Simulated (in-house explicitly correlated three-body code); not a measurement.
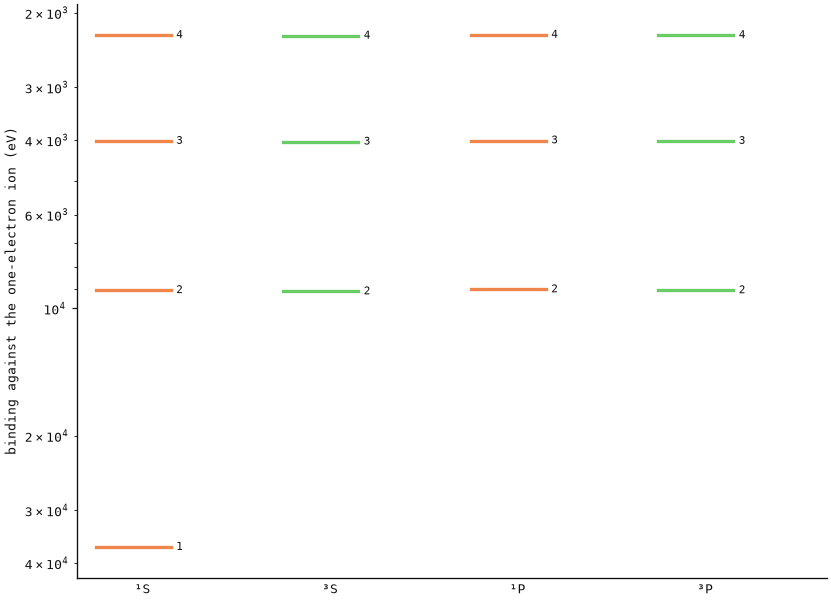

Two electrons around a point charge Z = 52.515. Computed variationally in 260 exponentially correlated functions with an in-house code, non-relativistic, converged to about 10⁻⁸ of the energy. The plot shows the bound S and P states that converged, by term and principal number n, on a logarithmic scale of binding.

Q: Describe the level scheme.

A: The ground state is bound by 36.63 keV. The n = 2 states drawn run, from the deepest, 2 ³S (9113 eV), 2 ³P (9060 eV), 2 ¹S (9052 eV), 2 ¹P (9013 eV). Exchange puts 2 ³S below 2 ¹S by 60.9 eV and 2 ³P below 2 ¹P by 46.5 eV. Quantum defects n − (Z − 1)/√(2 E(binding)): 2 ³S 0.010, 2 ³P 0.004, 2 ¹S 0.003, 2 ¹P −0.001.
